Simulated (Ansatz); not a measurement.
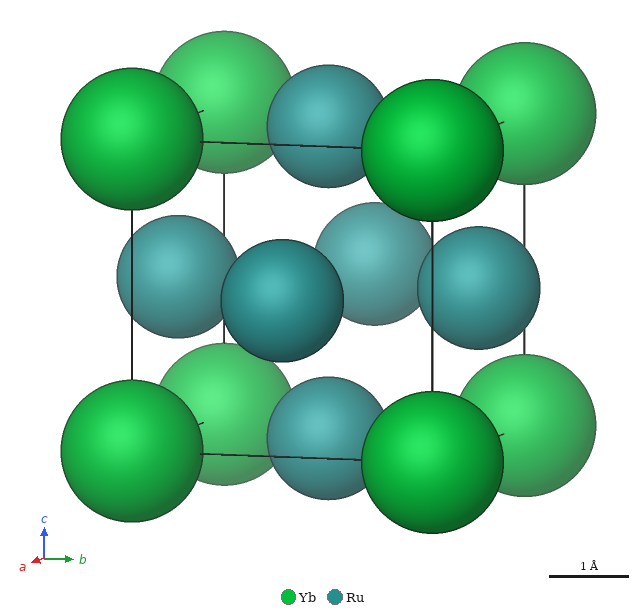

We look at a spheres-only model of the crystal slightly off an axis. The conventional unit cell is drawn as a box.

YbRu₃, Cu₃Au (L1₂) type, space group Pm-3m (No. 221), a = 4.001 Å, b = 4.001 Å, c = 4.001 Å, α = 90.00°, β = 90.00°, γ = 90.00°. It goes back to a structure type filled with these elements by a generator (whether the compound takes this form wasn't checked). The cell was then strained or its atoms displaced on purpose. It was run through Ansatz as a DFT input.

This one geometry was computed with Ansatz (DFT, plane waves, PAW) at five levels of theory: PBE, LDA, PBEsol, r2SCAN and PBE with spin-orbit coupling.

Which level gives the highest pressure at this volume, and what does that say about its equilibrium volume?

Answer. Highest: PBE (0.1 GPa) and PBE with spin-orbit coupling (-0.1 GPa), which points to the largest equilibrium volume. Lowest, with the smallest volume: LDA (-13.2 GPa). Levels within 0.5 GPa of each other can't be told apart.

How does the band gap change with the level of theory?

Answer. All levels give a metal.

Collect the results in a table.

Answer.
| level | cutoff (eV) | k-mesh of the run's cell | gap (eV) | pressure (GPa) |
| --- | --- | --- | --- | --- |
| PBE | 420 | 8×8×8 | metal | 0.1 |
| LDA | 420 | 8×8×8 | metal | -13.2 |
| PBEsol | 420 | 8×8×8 | metal | -8.2 |
| r2SCAN | 500 | 8×8×8 | metal | -4.4 |
| PBE with spin-orbit coupling | 420 | 8×8×8 | metal | -0.1 |

Gaps are taken on the k-mesh or band path of each run.
